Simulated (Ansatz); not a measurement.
# Lattice dynamics of AlIr (Pm-3m)

Wanted: phonon frequencies of AlIr (Pm-3m) and what follows from them.

Program: Ansatz 0.2.0. Level of theory: DFT PBEsol, scalar-relativistic, plane waves, PAW. Results are calculated unless marked as measured.

**1. The starting structure**

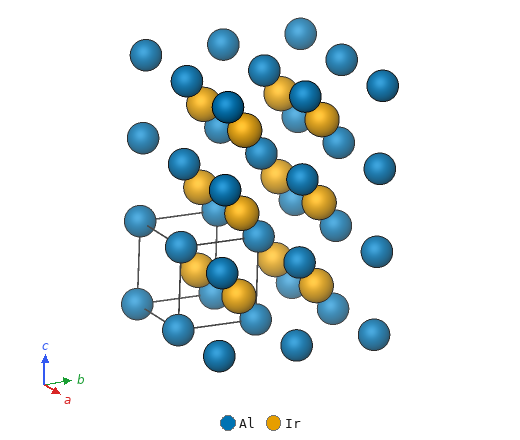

Start, viewed slightly off an axis; aluminium blue, iridium orange. 2×2×3 cells are drawn. Some periodic images of atoms are drawn too.

**2. Relaxation**

The cell and atoms are relaxed, since residual forces and stress would shift the frequencies.

The input, input.yaml:

```yaml
crystal:
  lattice:
    - [2.99455485, 0.0, 0.0]
    - [0.0, 2.99455485, 0.0]
    - [0.0, 0.0, 2.99455485]
  atoms:
    - { symbol: Al, position: [0.0, 0.0, 0.0] }
    - { symbol: Ir, position: [0.5, 0.5, 0.5] }
kpoints:
  mp_grid: { grid: [12, 12, 12] }
hamiltonian:
  xc: pbesol
scf:
  occupations: { method: gaussian, width: 0.1 }
output:
  forces: true
  stress: true
  eigenvalues: true
  write_density: true
  write_potential: true
  elf: true
  volumetric_format: npy
relax:
  adjacent_minimum: "off"
  f_tol: 0.005
  max_steps: 80
  cell: { stress_tol: 0.05 }
```

Run with:

```sh
ansatz run input.yaml --threads 4 --pin off --max-ram 7168MiB --backend cpu --events-out ev --progress --plain --runs-dir out
```

Numbers of over 12 decimals in the logs are rounded to 6 here.

Log:

```text
Engine: ansatz 0.2.0, aarch64-unknown-linux-gnu
Pseudopotentials: kind: paw
Pseudopotential: Al, paw, valence charge 3, recommended cutoff 420 eV (normal), Al.paw.azcp
Pseudopotential: Ir, paw, valence charge 17, recommended cutoff 420 eV (normal), Ir.paw.azcp
Functional definition: PBEsol
  exchange = pbesol_x
  correlation = pbesol_c
Crystal: 2 atoms, lattice volume = 26.853 Å³
Basis set: ecut = 420 eV, 515 PW (Γ), exchange–correlation on 48×48×48 points (8 copies of the dense FFT grid, shifted against one another)
Bands: 14, of which v1, the nominal top of the filled ones, is band 10 counted from 1 (9 counted from 0)
Symmetry: 48 space group operations
Space group: Pm-3m (ITA 221), of the structure as read, at distance tolerance 3.0e-5 Å
k-points: 84 of 1728
Non-local potential: Al, projectors of the file, l = 0: 2, l = 1: 2, l = 2: 1
Non-local potential: Ir, projectors of the file, l = 0: 3, l = 1: 2, l = 2: 2, l = 3: 1
PAW form: soft (Blöchl's): semilocal exchange-correlation on the pseudo side does not see the compensation charge
PAW frozen core: Al, regenerated for the run's functional, and the local potential with it (the file was generated under x = pbe(κ = 0.804, μ = 0.219515), c = pbe(β = 0.066725))
PAW frozen core: Ir, regenerated for the run's functional, and the local potential with it (the file was generated under x = pbe(κ = 0.804, μ = 0.219515), c = pbe(β = 0.066725))
PAW one-centre angular grid: Al, 110 points (default); XC on 64 Gauss nodes
PAW one-centre angular grid: Ir, 590 points (default); XC on 64 Gauss nodes
Initial density: superposition of atomic densities (neutral atoms: chi_scale 0, normalization atom), corrected by the library's trained network
Initial wavefunctions: pseudopotential atomic-orbital guess
Functional: x = pbesol(κ = 0.804, μ = 0.123457), c = pbesol(β = 0.046)
SCF iter   1: F=—  HF=-12325.435178 eV  |F-HF|=—  |Δ(HF+E_count)|=         —  Δρ=3.46e-3  dr2=1.59e-3  ethr=1.77e-3  ⟨swp⟩=4.3  Hψ=5516  notcnv=0
preconditioner: auto → none  [insulator: Δε(μ)=0.129 eV  Ē_g=9.659 eV  σ=0.100 eV  W_gap=0.63  n_scr=6 (ndim 8)  ℏωp=24.8 eV  f_vac=0.000  D(μ)=0.36/eV (n_scr^D=0)  ε∞_Penn≈7.6]
SCF iter   2: F=—  HF=-12325.435166 eV  |F-HF|=—  |Δ(HF+E_count)|=   1.23e-5  Δρ=1.50e-3  dr2=1.93e-4  ethr=7.97e-6  ⟨swp⟩=2.2  Hψ=2293  notcnv=0
SCF iter   3: F=—  HF=-12325.435152 eV  |F-HF|=—  |Δ(HF+E_count)|=   1.33e-5  Δρ=2.42e-4  dr2=4.18e-6  ethr=9.63e-7  ⟨swp⟩=2.0  Hψ=1560  notcnv=0
SCF iter   4: F=—  HF=-12325.435137 eV  |F-HF|=—  |Δ(HF+E_count)|=   1.52e-5  Δρ=2.83e-5  dr2=5.64e-8  ethr=2.09e-8  ⟨swp⟩=2.1  Hψ=1972  notcnv=0
iter 5 did not close the SCF: its close was put off for the readings that it lacked (scf_convergence_deferred on its scf_iter line)
SCF iter   5: F=-12325.435137 eV  HF=-12325.435137 eV  |F-HF|=1.82e-12  |Δ(HF+E_count)|=   4.31e-8  Δρ=1.27e-6  dr2=8.94e-11  ethr=2.82e-10  ⟨swp⟩=2.0  Hψ=1628  notcnv=0
SCF iter   6: F=-12325.435137 eV  HF=-12325.435137 eV  |F-HF|=7.28e-12  |Δ(HF+E_count)|=  3.27e-11  Δρ=2.04e-7  dr2=1.76e-12  ethr=1.00e-12  ⟨swp⟩=4.2  Hψ=5045  notcnv=0
SCF 1 converged in 6 iterations: F = -12325.435137 eV  dr2 = 1.76e-12
  greatest PAW one-centre occupation: 1.000 electrons in one spin orbital (limit 2), on the Ir atom at site 1 (counted from 0), in its partial waves of l = 0
relax step   1: F+E_penalty+E_count = -12325.43513726 eV  Δ(F+E_penalty+E_count) = +0.000e0 eV  max|allowed force component| = 6.469e-29 eV/Å  Δτ_max = 0.0000 Å  P = -1.355 GPa  Ω = 26.853 Å³  (6 SCF iters, accepted)
Crystal: 2 atoms, lattice volume = 26.636 Å³
Basis set: ecut = 420 eV, 485 PW (Γ), exchange–correlation on 48×48×48 points (8 copies of the dense FFT grid, shifted against one another)
Initial density: handed on by an earlier stage of this run
Initial wavefunctions: those handed on with the density
iter 1 solved again at ethr=5.48e-7 eV; its pass at ethr=3.10e-3 eV (dr2=1.10e-4 eV) is discarded
SCF iter   1: F=—  HF=-12325.435768 eV  |F-HF|=—  |Δ(HF+E_count)|=         —  Δρ=6.41e-4  dr2=1.10e-4  ethr=5.48e-7  ⟨swp⟩=2.0  Hψ=7000  notcnv=0
preconditioner: auto → none  [insulator: Δε(μ)=0.129 eV  Ē_g=9.730 eV  σ=0.100 eV  W_gap=0.63  n_scr=6 (ndim 8)  ℏωp=24.9 eV  f_vac=0.000  D(μ)=0.35/eV (n_scr^D=0)  ε∞_Penn≈7.6]
SCF iter   2: F=—  HF=-12325.435720 eV  |F-HF|=—  |Δ(HF+E_count)|=   4.80e-5  Δρ=2.23e-4  dr2=9.24e-6  ethr=5.48e-7  ⟨swp⟩=2.1  Hψ=1557  notcnv=0
iter 3 did not close the SCF: its close was put off for the readings that it lacked (scf_convergence_deferred on its scf_iter line)
SCF iter   3: F=-12325.435715 eV  HF=-12325.435715 eV  |F-HF|=1.91e-7  |Δ(HF+E_count)|=   4.86e-6  Δρ=3.35e-5  dr2=1.98e-7  ethr=4.62e-8  ⟨swp⟩=2.2  Hψ=1554  notcnv=0
iter 4 did not close the SCF: its close was put off for the readings that it lacked (scf_convergence_deferred on its scf_iter line)
SCF iter   4: F=-12325.435715 eV  HF=-12325.435715 eV  |F-HF|=2.46e-10  |Δ(HF+E_count)|=   1.04e-7  Δρ=3.26e-6  dr2=9.86e-10  ethr=9.91e-10  ⟨swp⟩=2.4  Hψ=1647  notcnv=0
iter 5 did not close the SCF: its close was put off for the readings that it lacked (scf_convergence_deferred on its scf_iter line)
SCF iter   5: F=-12325.435715 eV  HF=-12325.435715 eV  |F-HF|=7.28e-12  |Δ(HF+E_count)|=  2.98e-10  Δρ=2.31e-7  dr2=9.12e-12  ethr=4.93e-12  ⟨swp⟩=2.4  Hψ=1865  notcnv=0
SCF iter   6: F=-12325.435715 eV  HF=-12325.435715 eV  |F-HF|=3.64e-12  |Δ(HF+E_count)|=  1.82e-12  Δρ=1.28e-8  dr2=2.75e-14  ethr=1.00e-12  ⟨swp⟩=3.7  Hψ=4490  notcnv=0
SCF 2 converged in 6 iterations: F = -12325.435715 eV  dr2 = 2.75e-14
relax step   2: F+E_penalty+E_count = -12325.43571530 eV  Δ(F+E_penalty+E_count) = -5.780e-4 eV  max|allowed force component| = 1.809e-29 eV/Å  Δτ_max = 0.0000 Å  P = +0.641 GPa  Ω = 26.636 Å³  energy of the carried Pulay correction = +8.301e-5 eV  (6 SCF iters, dr2 threshold 2.00e-7 eV, accepted)
Crystal: 2 atoms, lattice volume = 26.705 Å³
iter 1 solved again at ethr=5.29e-8 eV; its pass at ethr=3.10e-3 eV (dr2=1.06e-5 eV) is discarded
SCF iter   1: F=—  HF=-12325.435845 eV  |F-HF|=—  |Δ(HF+E_count)|=         —  Δρ=2.05e-4  dr2=1.12e-5  ethr=5.29e-8  ⟨swp⟩=2.0  Hψ=6873  notcnv=0
preconditioner: auto → none  [insulator: Δε(μ)=0.131 eV  Ē_g=9.708 eV  σ=0.100 eV  W_gap=0.63  n_scr=6 (ndim 8)  ℏωp=24.9 eV  f_vac=0.000  D(μ)=0.35/eV (n_scr^D=0)  ε∞_Penn≈7.6]
SCF iter   2: F=—  HF=-12325.435826 eV  |F-HF|=—  |Δ(HF+E_count)|=   1.83e-5  Δρ=7.17e-5  dr2=9.67e-7  ethr=5.29e-8  ⟨swp⟩=2.2  Hψ=1578  notcnv=0
iter 3 did not close the SCF: its close was put off for the readings that it lacked (scf_convergence_deferred on its scf_iter line)
SCF iter   3: F=-12325.435826 eV  HF=-12325.435826 eV  |F-HF|=1.93e-8  |Δ(HF+E_count)|=   5.05e-7  Δρ=1.06e-5  dr2=2.01e-8  ethr=4.84e-9  ⟨swp⟩=2.2  Hψ=1549  notcnv=0
iter 4 did not close the SCF: its close was put off for the readings that it lacked (scf_convergence_deferred on its scf_iter line)
SCF iter   4: F=-12325.435826 eV  HF=-12325.435826 eV  |F-HF|=4.18e-11  |Δ(HF+E_count)|=   1.04e-8  Δρ=1.07e-6  dr2=1.15e-10  ethr=1.00e-10  ⟨swp⟩=2.2  Hψ=1572  notcnv=0
iter 5 did not close the SCF: its close was put off for the readings that it lacked (scf_convergence_deferred on its scf_iter line)
SCF iter   5: F=-12325.435826 eV  HF=-12325.435826 eV  |F-HF|=5.46e-12  |Δ(HF+E_count)|=  5.46e-12  Δρ=8.45e-8  dr2=1.28e-12  ethr=1.00e-12  ⟨swp⟩=2.0  Hψ=1541  notcnv=0
SCF iter   6: F=-12325.435826 eV  HF=-12325.435826 eV  |F-HF|=1.82e-12  |Δ(HF+E_count)|=  5.46e-12  Δρ=4.84e-9  dr2=2.93e-15  ethr=1.00e-12  ⟨swp⟩=3.1  Hψ=4366  notcnv=0
SCF 3 converged in 6 iterations: F = -12325.435826 eV  dr2 = 2.93e-15
relax step   3: F+E_penalty+E_count = -12325.43582577 eV  Δ(F+E_penalty+E_count) = -1.105e-4 eV  max|allowed force component| = 6.278e-30 eV/Å  Δτ_max = 0.0000 Å  P = -0.006 GPa  Ω = 26.705 Å³  energy of the carried Pulay correction = +5.644e-5 eV  (6 SCF iters, dr2 threshold 2.00e-7 eV, accepted)
Basis set: ecut = 420 eV, 485 PW (Γ), exchange–correlation on 40×40×40 points (8 copies of the dense FFT grid, shifted against one another)
Initial wavefunctions: pseudopotential atomic-orbital guess (no wavefunctions were taken with the density)
iter 1 solved again at ethr=3.71e-9 eV; its pass at ethr=3.10e-3 eV (dr2=7.43e-7 eV) is discarded
SCF iter   1: F=—  HF=-12325.435871 eV  |F-HF|=—  |Δ(HF+E_count)|=         —  Δρ=1.17e-5  dr2=5.94e-9  ethr=3.71e-9  ⟨swp⟩=3.2  Hψ=9204  notcnv=0
preconditioner: auto → none  [insulator: Δε(μ)=0.130 eV  Ē_g=9.708 eV  σ=0.100 eV  W_gap=0.63  n_scr=6 (ndim 8)  ℏωp=24.9 eV  f_vac=0.000  D(μ)=0.35/eV (n_scr^D=0)  ε∞_Penn≈7.6]
SCF iter   2: F=—  HF=-12325.435768 eV  |F-HF|=—  |Δ(HF+E_count)|=   1.03e-4  Δρ=5.70e-6  dr2=1.40e-9  ethr=2.97e-11  ⟨swp⟩=2.2  Hψ=1810  notcnv=0
SCF iter   3: F=—  HF=-12325.435768 eV  |F-HF|=—  |Δ(HF+E_count)|=  1.06e-10  Δρ=1.06e-6  dr2=5.92e-11  ethr=7.02e-12  ⟨swp⟩=3.0  Hψ=2017  notcnv=0
iter 4 did not close the SCF: its close was put off for the readings that it lacked (scf_convergence_deferred on its scf_iter line)
SCF iter   4: F=-12325.435768 eV  HF=-12325.435768 eV  |F-HF|=3.64e-12  |Δ(HF+E_count)|=  2.36e-11  Δρ=1.76e-7  dr2=2.35e-12  ethr=1.00e-12  ⟨swp⟩=1.0  Hψ=1176  notcnv=0
iter 5 did not close the SCF: its close was put off for the readings that it lacked (scf_convergence_deferred on its scf_iter line)
SCF iter   5: F=-12325.435768 eV  HF=-12325.435768 eV  |F-HF|=1.09e-11  |Δ(HF+E_count)|=  5.46e-12  Δρ=5.81e-8  dr2=4.91e-13  ethr=1.00e-12  ⟨swp⟩=1.0  Hψ=1176  notcnv=0
iter 6 did not close the SCF: its close was put off for the readings that it lacked (scf_convergence_deferred on its scf_iter line)
SCF iter   6: F=-12325.435768 eV  HF=-12325.435768 eV  |F-HF|=1.82e-12  |Δ(HF+E_count)|=  5.46e-12  Δρ=4.23e-9  dr2=2.65e-15  ethr=1.00e-12  ⟨swp⟩=1.0  Hψ=1176  notcnv=0
iter 7 did not close the SCF: its close was put off for the readings that it lacked (scf_convergence_deferred on its scf_iter line)
SCF iter   7: F=-12325.435768 eV  HF=-12325.435768 eV  |F-HF|=9.09e-12  |Δ(HF+E_count)|=  3.64e-12  Δρ=1.24e-9  dr2=3.81e-16  ethr=1.00e-12  ⟨swp⟩=1.0  Hψ=1176  notcnv=0
SCF iter   8: F=-12325.435768 eV  HF=-12325.435768 eV  |F-HF|=5.46e-12  |Δ(HF+E_count)|=  7.28e-12  Δρ=3.85e-10  dr2=2.82e-17  ethr=1.00e-12  ⟨swp⟩=1.4  Hψ=2813  notcnv=0
SCF 4 converged in 8 iterations: F = -12325.435768 eV  dr2 = 2.82e-17
relax step   4: F+E_penalty+E_count = -12325.43576755 eV  Δ(F+E_penalty+E_count) = +5.822e-5 eV  max|allowed force component| = 2.087e-30 eV/Å  Δτ_max = 0.0000 Å  P = -0.006 GPa  Ω = 26.705 Å³  stress off target by 6.35e-3 GPa  SCF on the basis re-selected at this cell (its energy is not comparable with the rows above)  (8 SCF iters)
basis re-selected at this cell: Δ(F+E_penalty+E_count) = +5.822e-5 eV, ΔP = -0.000 GPa vs the last step (what re-selecting the basis moved, of the pressure what is left beyond the Pulay correction that the steps carried, after the strain that the cell walked since its last selection, with what the two solves' SCF thresholds leave and, on support functions, any second-order correction that the steps lacked; it is no measure of the basis error at this ecutwfc). The dense FFT grid was sized anew with the basis: this SCF ran on 20×20×20 points, the steps before it on 24×24×24, so part of this shift can come from that change (see relax.cell in the input reference). [rest of the remark cut]
SCF converged after 8 iterations
Free energy (F): -12325.435768 eV
Harris-Foulkes:  -12325.435768 eV  (|F-HF|=5.46e-12)
Internal energy: -12325.434002 eV  (E = F + TS)
E sigma→0 (E₀):  -12325.434885 eV
Entropy (-TS):   -0.001765 eV (-0.883 meV/atom)
Fermi energy:    18.999130 eV
--- Per-component energies (eV) ---
  E_band       = -161.297682
  E_kinetic    = 652.673705
  E_local      = -1627.414333  (includes V_loc(G=0)·N_el)
  E_nonlocal   = 85.742995
  E_hartree    = 649.397436
  E_xc         = -308.454216
  E_vxc        = -332.191990  (∫ρ·V_xc dr)
  E_paw        = -9544.011361  (= ΣΔE_a)
  E_vpaw       = -238.902989  (= ΣTr[D̂ρ^β])
  E_aug_tail   = 0.000058  (compensation charges beyond the density's cutoff)
  E_ewald      = -2233.652711
  E_core_change = 0.284424  (= ΣΔE_core)
  E_smearing   = -0.001765  (= −TS)
  E_closure    = 0.000000  (closes the sum)
  Σ components = -12325.435768   (vs F -12325.435768, Δ=0.00e0)
--- Forces (eV/Å), atoms counted from 1 ---
  atom   1  Al     0.00000000     0.00000000    -0.00000000
  atom   2  Ir     0.00000000     0.00000000    -0.00000000
  max |Σ_I F_I| component: 4.24e-30 eV/Å
--- Stress (GPa, compression-positive) ---
       -0.006351       0.000000       0.000000
        0.000000      -0.006351      -0.000000
        0.000000      -0.000000      -0.006351
  P = ⅓ Tr σ = -0.0064 GPa (-0.064 kbar)
--- Band table (eV; the first three rows and the last of 84) ---
  k-point 0: bands = [... 6 lower, 13.0566, 17.1618, 17.1618, 17.1618, 23.2000, 23.2000, 23.2000, 28.8263]
  k-point 1: bands = [... 6 lower, 13.1139, 16.9776, 16.9776, 17.1802, 22.5261, 23.4866, 23.4866, 28.4472]
  k-point 2: bands = [... 6 lower, 13.2341, 16.5353, 16.5353, 17.2311, 21.2093, 24.2343, 24.2343, 27.5458]
  k-point 83: bands = [... 6 lower, 12.1508, 18.8186, 18.8186, 19.9959, 20.9454, 20.9454, 20.9454, 25.5201]
--- Relaxed structure (3 steps of the walk, 3 accepted, 1 SCFs on fresh bases) ---
  F+E_penalty+E_count = -12325.43576755 eV   max|allowed force component| = 2.087e-30 eV/Å   (the final SCF, on the basis selected at the relaxed cell)
  cell:  # Å, volume = 26.7052 Å³
    - [2.989042, 0.0, 0.0]
    - [0, 2.989042, 0]
    - [0.0, 0, 2.989042]
  atoms:
    - { symbol: Al, position: [0, 0, 0] }
    - { symbol: Ir, position: [0.5, 0.5, 0.5] }
```

Wall time 2.2 s (4 threads of Arm Neoverse V2, shared host); peak memory 0.33 GiB; 7.2 s of CPU time.

Relaxation path:

```
step  energy less that of the first step (eV)  largest force component (eV/Å)  pressure (GPa)  volume (Å³)
   1                                   0.0000                          0.0000           -1.36        26.85
   2                                  -0.0006                          0.0000            0.64        26.64
   3                                  -0.0007                          0.0000           -0.01        26.71
  4*                                  -0.0006                          0.0000           -0.01        26.71
```

Relaxation steps marked * repeat the geometry before them on a plane-wave basis chosen anew for their cell, so energy and pressure can jump there.

Forces are held to the 48 operations that the run works with; a distortion that breaks them can't arise in this run.

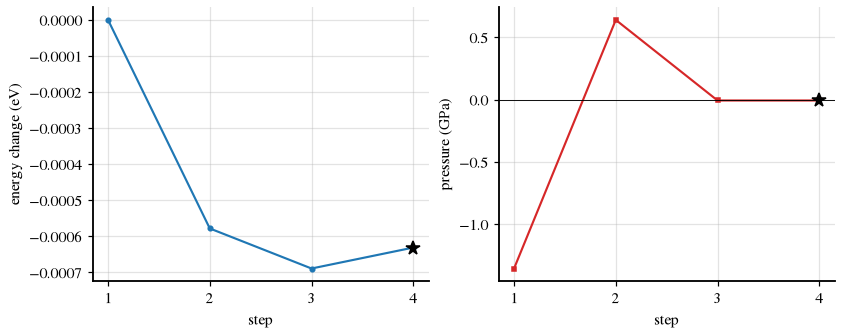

Energy and pressure along the relaxation. Stars mark steps on a basis chosen anew.

```
conventional cell, symmetrised  before  after  change
                         a (Å)   2.995  2.989  -0.2 %
                         b (Å)   2.995  2.989  -0.2 %
                         c (Å)   2.995  2.989  -0.2 %
              volume (Å³/atom)   13.43  13.35  -0.6 %
```

Final coordinates:

```
Al Ir
1.0
     2.98904    0.00000    0.00000
     0.00000    2.98904    0.00000
     0.00000    0.00000    2.98904
Al Ir
1 1
Cartesian
  0.0000 0.0000 0.0000
  1.4945 1.4945 1.4945
```

Numbers from this step:

* pressure: -0.006351 GPa
* volume per atom: 13.35 Å³
* gap on the k-mesh: 0 eV

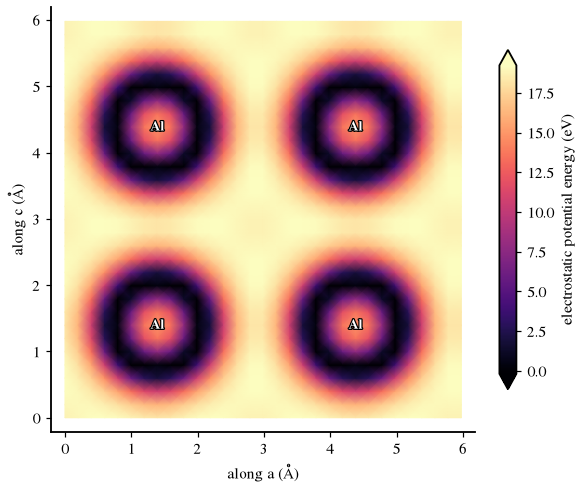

Electrostatic potential energy in the ac plane at fractional y = 0.000, with atoms of Al within 0.2 Å of it. With pseudopotentials it is smooth inside the atoms' cores, unlike the true potential. The map starts off the cell's origin, so that atoms lie inside it.

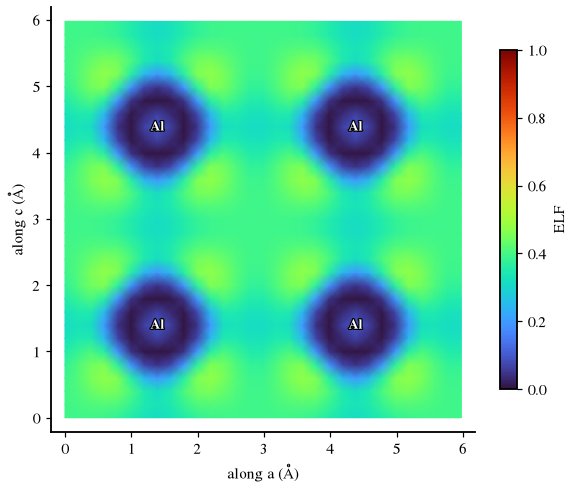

ELF in the ac plane at fractional y = 0.000, with atoms of Al within 0.2 Å of it. It is the smooth field of the valence electrons, not physical close to the nuclei. The map starts off the cell's origin, so that atoms lie inside it.

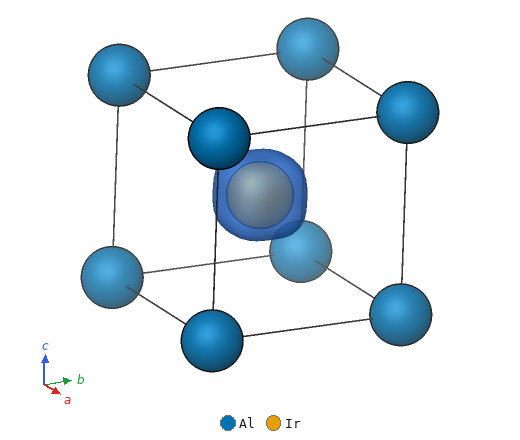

Surface of ELF = 0.62.

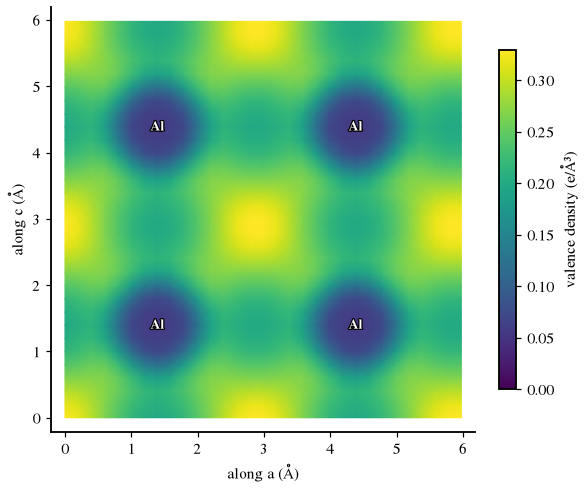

Valence density in the ac plane at fractional y = 0.000, with atoms of Al within 0.2 Å of it. It is the smooth field of the valence electrons, not physical close to the nuclei. The map starts off the cell's origin, so that atoms lie inside it.

In this step the volume went from 13.43 to 13.35 Å³/atom.

**3. Tight relaxation**

Phonons need a cell at rest on their own settings, so the relaxation is repeated with tight tolerances on forces and stress, using the mesh and the filling of the phonon run that follows.

The input, input.yaml:

```yaml
crystal:
  lattice:
    - [2.9890424945, 0.0, 0.0]
    - [0.0, 2.9890424945, 0.0]
    - [0.0, 0.0, 2.9890424945]
  atoms:
    - { symbol: Al, position: [0.0, 0.0, 0.0] }
    - { symbol: Ir, position: [0.5, 0.5, 0.5] }
kpoints:
  mp_grid: { grid: [12, 12, 12] }
hamiltonian:
  xc: pbesol
scf:
  occupations: { method: methfessel_paxton, width: 0.15 }
output:
  forces: true
  stress: true
  eigenvalues: true
relax:
  adjacent_minimum: "off"
  f_tol: 0.001
  max_steps: 60
  cell: { stress_tol: 0.01 }
```

Log:

```text
[...]
Crystal: 2 atoms, lattice volume = 26.705 Å³
Basis set: ecut = 420 eV, 485 PW (Γ), exchange–correlation on 40×40×40 points (8 copies of the dense FFT grid, shifted against one another)
Bands: 14, of which v1, the nominal top of the filled ones, is band 10 counted from 1 (9 counted from 0)
Symmetry: 48 space group operations
[...]
k-points: 84 of 1728
[...]
k-point 83: bands = [... 6 lower, 12.1536, 18.8228, 18.8228, 20.0017, 20.9500, 20.9500, 20.9500, 25.5268]
--- Relaxed structure (3 steps of the walk, 3 accepted, 1 SCFs on fresh bases) ---
[...]
cell:  # Å, volume = 26.6997 Å³
    - [2.988835, 0.0, 0.0]
    - [0.0, 2.988835, 0.0]
    - [0.0, 0.0, 2.988835]
  atoms:
    - { symbol: Al, position: [0, 0, 0] }
    - { symbol: Ir, position: [0.5, 0.5, 0.5] }
[key lines of the parts left out:]
SCF converged after 5 iterations
Free energy (F): -12325.434310 eV
Fermi energy:    19.022398 eV
P = ⅓ Tr σ = 0.0000 GPa (0.000 kbar)
```

It took 1.7 s on 4 threads; peak memory 0.32 GiB.

Little changed from the start: no atom moved by 0.005 Å and no cell edge by 0.1 %.

Numbers from this step:

```yaml
pressure: 5.23e-6 GPa
```

The forces vanish by symmetry and the pressure is 0.000 GPa, within the tolerances set. The cell now holds 13.35 Å³/atom.

(Continued in part 2 of 2.)

[Logs are printed without paths, hosts, clocks, repeated set-up lines and the standing remarks that a program may print on its own settings, such as how far it seeks lower states.]

[Hosts, paths, dates, database ids (printed as entryN), source tags and the programs' standing remarks are cut or masked in the printed files.]
